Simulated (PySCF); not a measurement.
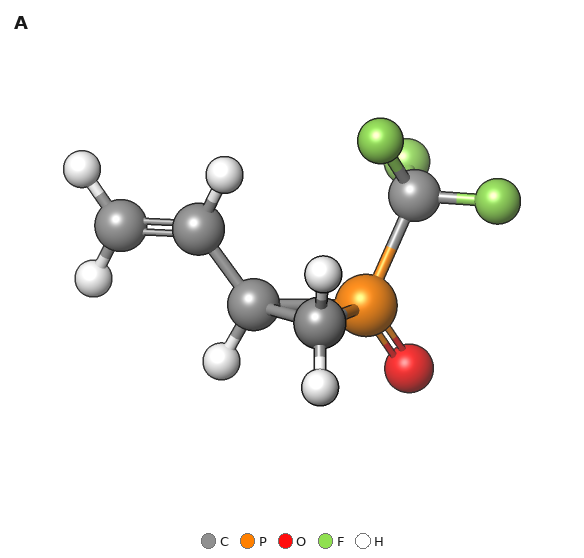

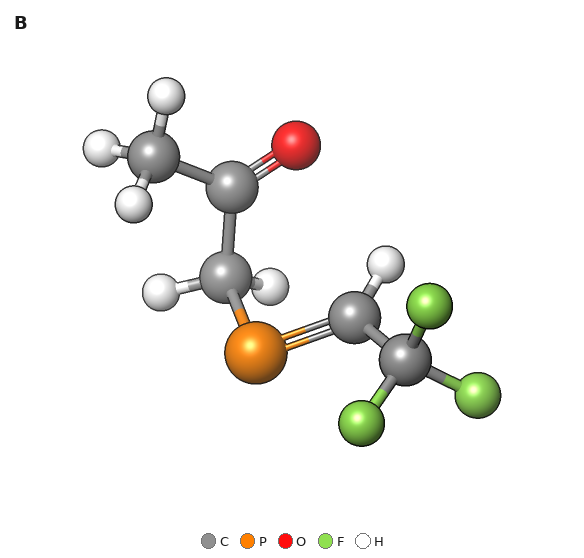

2 stationary structures of one formula. Geometries: GFN2-xTB. Electronic energies: PBE0/pcSseg-1 (PySCF 2.14.0), without zero-point energy. No frequency run is at hand to confirm each as a minimum. Each is one conformer, not always the lowest.

Question: Are they conformers, stereoisomers or constitutional isomers?

Answer: They are constitutional isomers of C5H6F3OP: A `C=C[C@@H]1C[P@]1(=O)C(F)(F)F`, B `CC(=O)C/P=C/C(F)(F)F`.

Question: Which is lowest in energy, and by how much?

Answer: B is lowest; A lies 20.5 kcal/mol above it.

The geometry is semi-empirical. Around P such bond lengths and angles can be off by a tenth of an ångström or more and by several degrees, and values that hang on the shape move with them.
